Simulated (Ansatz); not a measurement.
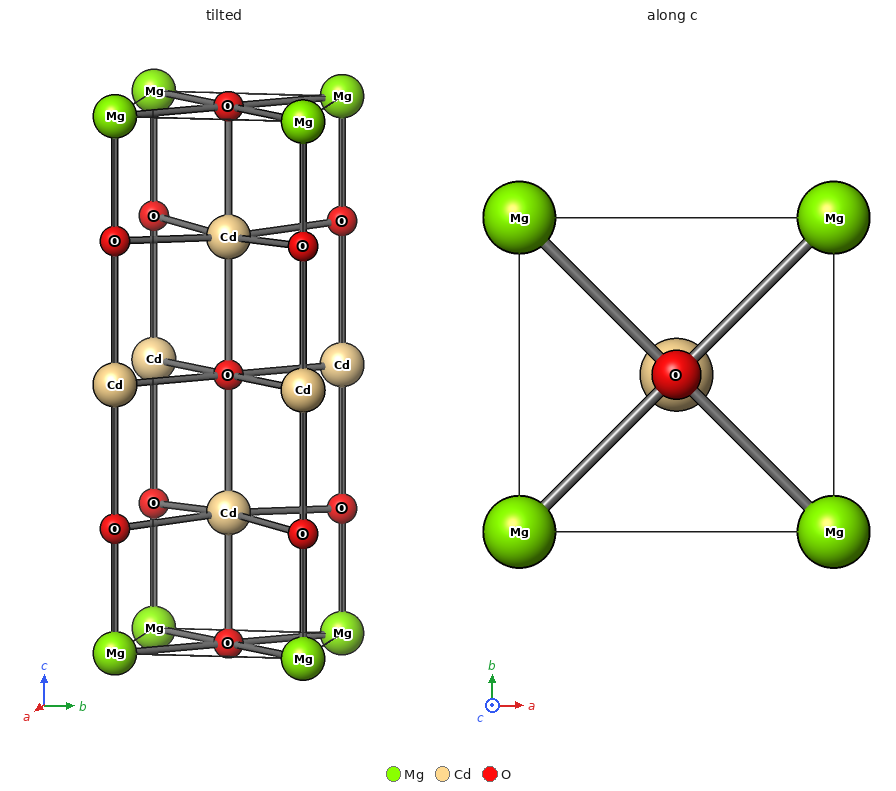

Ball-and-stick drawing of the structure, looking slightly off an axis and along the c axis. The frame is the conventional unit cell; atoms at its boundary are shown with their periodic copies.

MgCd$_{3}$O$_{4}$, space group P4/mmm (No. 123), a = 3.308 Å, b = 3.308 Å, c = 9.330 Å, α = 90.00°, β = 90.00°, γ = 90.00°. The structure was taken from a structure type filled with these elements by a generator (whether the compound takes this form wasn't checked). Earlier steps of the study may have refined or changed the cell and positions. It went into a calculation with Ansatz.

This one geometry was computed with Ansatz (DFT, plane waves, PAW) at three levels of theory: PBEsol, PBE and r2SCAN.

### Which level gives the highest pressure at this volume, and what does that say about its equilibrium volume?

Highest: PBE (0.0 GPa), which points to the largest equilibrium volume. Lowest, with the smallest volume: PBEsol (-5.8 GPa). Levels within 0.5 GPa of each other can't be told apart.

### How does the band gap change with the level of theory?

PBEsol: a metal; PBE: a metal; r2SCAN: a gap of 0.29 eV, indirect.

### Collect the results in a table.

| level | cutoff (eV) | k-mesh of the run's cell | gap (eV) | pressure (GPa) |
| --- | --- | --- | --- | --- |
| PBEsol | 420 | 12×12×4 | metal | -5.8 |
| PBE | 420 | 12×12×4 | metal | 0.0 |
| r2SCAN | 500 | 12×12×4 | 0.29 | -5.1 |

Gaps are taken on the k-mesh or band path of each run.
